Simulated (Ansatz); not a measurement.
# C₆H₁₈InN₃: small, medium and large basis sets

How large a basis does C₆H₁₈InN₃ need? Two functionals are run in growing sets.

Program: Ansatz 0.2.0, Gaussian basis. Level of theory: one geometry, several basis sets. These are calculated values, not measurements.

Levels to be run: PBE0-D4/def2-SVP; ωB97M-V/def2-SVP; PBE0-D4/def2-QZVPP; ωB97M-V/def2-QZVPP; the functionals' def2-TZVPP values are taken from earlier runs.

**1. The geometry**

The geometry comes from an earlier relaxation with PBE0-D4 in a triple-zeta def2 set; it is a stationary point, not always the lowest conformer. In takes the def2 core potential; no spin-orbit term is included.

28 atoms, charge 0, spin multiplicity 1.

Atoms are counted from 1 here; the program's logs count them from 0.

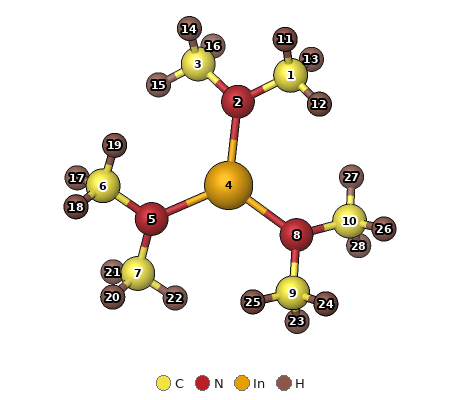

The structure; carbon yellow, nitrogen red, indium amber, hydrogen brown; atoms are numbered from 1 in the order of the file.

**2. PBE0-D4 in def2-SVP**

in.yaml reads:

```yaml
crystal:
  periodic: [false, false, false]
  atoms:
    - {symbol: C, position_ang: [2.159244, -1.528079, 1.503294]}
    - {symbol: N, position_ang: [1.285530, -0.386431, 1.507809]}
    - {symbol: C, position_ang: [1.673894, 0.603567, 2.475199]}
    - {symbol: In, position_ang: [-0.007340, -0.007922, 0.004394]}
    - {symbol: N, position_ang: [-1.559535, 1.245677, 0.311793]}
    - {symbol: C, position_ang: [-1.876778, 1.773967, 1.610645]}
    - {symbol: C, position_ang: [-2.207868, 1.964523, -0.751067]}
    - {symbol: N, position_ang: [0.054755, -1.130399, -1.672207]}
    - {symbol: C, position_ang: [-1.042743, -1.193339, -2.598686]}
    - {symbol: C, position_ang: [1.278184, -1.640702, -2.228523]}
    - {symbol: H, position_ang: [2.191124, -2.001820, 2.497158]}
    - {symbol: H, position_ang: [1.815260, -2.286953, 0.796566]}
    - {symbol: H, position_ang: [3.200023, -1.271851, 1.241057]}
    - {symbol: H, position_ang: [1.660152, 0.189548, 3.495997]}
    - {symbol: H, position_ang: [0.996811, 1.460848, 2.461501]}
    - {symbol: H, position_ang: [2.693387, 0.987710, 2.302442]}
    - {symbol: H, position_ang: [-1.551706, 2.820413, 1.740485]}
    - {symbol: H, position_ang: [-2.963950, 1.756567, 1.786227]}
    - {symbol: H, position_ang: [-1.413858, 1.181049, 2.402990]}
    - {symbol: H, position_ang: [-3.303927, 1.921449, -0.649606]}
    - {symbol: H, position_ang: [-1.932789, 3.032540, -0.769925]}
    - {symbol: H, position_ang: [-1.953774, 1.546068, -1.727725]}
    - {symbol: H, position_ang: [-0.873201, -0.590479, -3.507215]}
    - {symbol: H, position_ang: [-1.214778, -2.228426, -2.933641]}
    - {symbol: H, position_ang: [-1.970482, -0.846523, -2.137509]}
    - {symbol: H, position_ang: [1.171949, -2.697207, -2.521990]}
    - {symbol: H, position_ang: [2.097756, -1.582702, -1.508461]}
    - {symbol: H, position_ang: [1.594649, -1.091083, -3.131023]}
basis:
  gaussian: {orbitals: def2-SVP}
hamiltonian: {xc: pbe0, dispersion: d4}
output: {orbitals: {seedname: orbitals}}
```

Started as:

```sh
$ ansatz run in.yaml --threads 4 --pin off --events-out ev --progress --plain --max-ram 63488MiB --backend cpu
```

The program printed:

```text
Functional definition: PBE0
  name "PBE0"
  cite "Adamo & Barone, J. Chem. Phys. 110, 6158 (1999) doi:10.1063/1.478522"
  cite "Perdew, Burke & Ernzerhof, Phys. Rev. Lett. 77, 3865 (1996) doi:10.1103/PhysRevLett.77.3865"
  parent pbe
  parameter a = 0.25
  parameter kappa = 0.804
  parameter beta = 0.06672455060314922
  exchange = (1 - a)*pbe_x(kappa = kappa, mu = beta*pi^2/3) + a*exact_x
  correlation = pbe_c(beta = beta)
2875 factors; their error is unknown
mean field evaluation 1: about -16117.2923 eV, gradient 9.0e1 eV
mean field evaluation 2: about -16093.4097 eV, gradient 1.3e2 eV
mean field evaluation 4: about -16137.1680 eV, gradient 5.1e0 eV
mean field evaluation 8: about -16137.2170 eV, gradient 3.1e-2 eV
mean field evaluation 16: about -16137.2628 eV, gradient 1.1e-4 eV
mean field -16137.26280936 eV, -593.0334700145 hartree, gradient 2.7e-5 eV, S^2 0.000000; 0 other end points of the search recorded, 0 dependent functions left out
reference -16137.26284889 eV, -593.0334714670 hartree; 48, 48 occupied and 194, 194 virtual orbitals, 2875 factors
Total energy: -16137.88076225 eV, -593.0561793642 hartree
```

It took 6 s on 4 threads of AMD EPYC 7R13, shared host; peak memory 1.4 GiB.

**3. ωB97M-V in def2-SVP**

Changes to in.yaml since step 2:

```diff
@@ -33,3 +33,3 @@
   gaussian: {orbitals: def2-SVP}
-hamiltonian: {xc: pbe0, dispersion: d4}
+hamiltonian: {xc: {name: wB97M-V}}
 output: {orbitals: {seedname: orbitals}}
```

Launched as before.

The program printed, cut to the lines that bear on the results:

```text
Functional definition: wB97M-V
  name "wB97M-V"
  cite "Mardirossian & Head-Gordon, J. Chem. Phys. 144, 214110 (2016) doi:10.1063/1.4952647"
  cite "Becke, J. Chem. Phys. 107, 8554 (1997) doi:10.1063/1.475007"
  cite "Vydrov & Van Voorhis, J. Chem. Phys. 133, 244103 (2010) doi:10.1063/1.3521275"
  # Of w^i u^j: cxij and so on, Table III.
[...]
  gx(w, u) = 1 - cx + cx01*u + cx10*w
  gss(w, u) = css00 + css04*u^4 + css10*w + css20*w^2 + css43*w^4*u^3
  gos(w, u) = cos00 + cos10*w + (cos20 + cos21*u)*w^2 + (cos60 + cos61*u)*w^6
[...]
      + integral(e_c_pw_mod_opposite_spin*gos(b97_w_opposite, b97_u_opposite)) + vv10(b, c)
2837 factors; their error is unknown
714 factors; integrals over basis functions are off by at most 6.5e-6 eV
[...]
mean field -16142.94194305 eV, -593.2421743281 hartree, gradient 6.9e-5 eV, S^2 0.000000; 0 other end points of the search recorded, 0 dependent functions left out
reference -16142.94201269 eV, -593.2421768874 hartree; 48, 48 occupied and 194, 194 virtual orbitals, 2837 factors
Total energy: -16142.94201269 eV, -593.2421768874 hartree
```

Wall time 16 s (4 threads of AMD EPYC 7R13, shared host); peak memory 1.7 GiB.

**4. PBE0-D4 in def2-QZVPP**

Changes to in.yaml since step 3:

```diff
@@ -32,4 +32,4 @@
 basis:
-  gaussian: {orbitals: def2-SVP}
-hamiltonian: {xc: {name: wB97M-V}}
+  gaussian: {orbitals: "def2-QZVPP.json"}
+hamiltonian: {xc: pbe0, dispersion: d4}
 output: {orbitals: {seedname: orbitals}}
```

Started as:

```sh
$ ansatz run in.yaml --threads 4 --pin off --events-out ev --progress --plain --max-ram 63488MiB --backend cuda --devices 0, --max-vram 37GiB
```

The program printed:

```text
Functional definition: PBE0
  name "PBE0"
  cite "Adamo & Barone, J. Chem. Phys. 110, 6158 (1999) doi:10.1063/1.478522"
  cite "Perdew, Burke & Ernzerhof, Phys. Rev. Lett. 77, 3865 (1996) doi:10.1103/PhysRevLett.77.3865"
  parent pbe
  parameter a = 0.25
  parameter kappa = 0.804
  parameter beta = 0.06672455060314922
  exchange = (1 - a)*pbe_x(kappa = kappa, mu = beta*pi^2/3) + a*exact_x
  correlation = pbe_c(beta = beta)
3195 factors; their error is unknown
mean field evaluation 1: about -16119.4984 eV, gradient 1.2e2 eV
mean field evaluation 2: about -16068.7488 eV, gradient 1.8e2 eV
mean field evaluation 4: about -16150.1363 eV, gradient 1.0e1 eV
mean field evaluation 8: about -16150.3413 eV, gradient 5.6e-1 eV
mean field evaluation 16: about -16150.3803 eV, gradient 4.0e-4 eV
mean field -16150.38026440 eV, -593.5155275956 hartree, gradient 7.0e-5 eV, S^2 0.000000; 0 other end points of the search recorded, 0 dependent functions left out
reference -16150.38032522 eV, -593.5155298310 hartree; 48, 48 occupied and 1087, 1087 virtual orbitals, 3195 factors
Total energy: -16150.99823859 eV, -593.5382377282 hartree
```

Run time: 7 s. Hardware: 1 × H100 (card shared with other runs) with 4 threads of AMD EPYC 7R13, shared host; peak host memory 1.7 GiB.

**5. ωB97M-V in def2-QZVPP**

Changes to in.yaml since step 4:

```diff
@@ -33,3 +33,3 @@
   gaussian: {orbitals: "def2-QZVPP.json"}
-hamiltonian: {xc: pbe0, dispersion: d4}
+hamiltonian: {xc: {name: wB97M-V}}
 output: {orbitals: {seedname: orbitals}}
```

The command is unchanged.

The program printed, cut to the lines that bear on the results:

```text
Functional definition: wB97M-V
  name "wB97M-V"
  cite "Mardirossian & Head-Gordon, J. Chem. Phys. 144, 214110 (2016) doi:10.1063/1.4952647"
  cite "Becke, J. Chem. Phys. 107, 8554 (1997) doi:10.1063/1.475007"
  cite "Vydrov & Van Voorhis, J. Chem. Phys. 133, 244103 (2010) doi:10.1063/1.3521275"
  # Of w^i u^j: cxij and so on, Table III.
[...]
  gx(w, u) = 1 - cx + cx01*u + cx10*w
  gss(w, u) = css00 + css04*u^4 + css10*w + css20*w^2 + css43*w^4*u^3
  gos(w, u) = cos00 + cos10*w + (cos20 + cos21*u)*w^2 + (cos60 + cos61*u)*w^6
[...]
      + integral(e_c_pw_mod_opposite_spin*gos(b97_w_opposite, b97_u_opposite)) + vv10(b, c)
3155 factors; their error is unknown
912 factors; integrals over basis functions are off by at most 5.3e-6 eV
[...]
mean field -16156.67782020 eV, -593.7469585026 hartree, gradient 3.1e-5 eV, S^2 0.000000; 0 other end points of the search recorded, 0 dependent functions left out
reference -16156.67792207 eV, -593.7469622465 hartree; 48, 48 occupied and 1087, 1087 virtual orbitals, 3155 factors
Total energy: -16156.67792207 eV, -593.7469622465 hartree
```

It took 12 s on 1 × H100 (card shared with other runs) with 4 threads of AMD EPYC 7R13, shared host; peak host memory 1.9 GiB.

**6. Density functionals: the series**

The def2-TZVPP values come from earlier runs at the same geometry.

| functional | basis | functions | energy (eV) | from the largest (eV) | HOMO (eV) | LUMO (eV) |
| --- | --- | --- | --- | --- | --- | --- |
| PBE0-D4 | def2-SVP | 242 | -16137.8808 | 13.117 | -5.51 | -0.48 |
| PBE0-D4 | def2-TZVPP | 581 | -16150.2964 | 0.702 | -5.63 | -0.67 |
| PBE0-D4 | def2-QZVPP | 1135 | -16150.9982 | 0.000 | -5.66 | -0.77 |
| ωB97M-V | def2-SVP | 242 | -16142.9420 | 13.736 | -7.79 | 1.22 |
| ωB97M-V | def2-TZVPP | 581 | -16155.9909 | 0.687 | -7.92 | 0.79 |
| ωB97M-V | def2-QZVPP | 1135 | -16156.6779 | 0.000 | -7.94 | 0.54 |

**7. Summary of results**

| quantity | value |
| --- | --- |
| PBE0-D4: double and triple zeta above quadruple | 13.12, 0.70 eV |
| ωB97M-V: double and triple zeta above quadruple | 13.74, 0.69 eV |

In words: For PBE0-D4 the step from double to triple zeta gains 12.42 eV and the next only 0.70 eV. Total energies overstate the basis error of differences, where much of it tends to cancel. The LUMO of ωB97M-V is positive and keeps falling with the basis (1.22 to 0.54 eV): an unbound level that the basis holds in place.
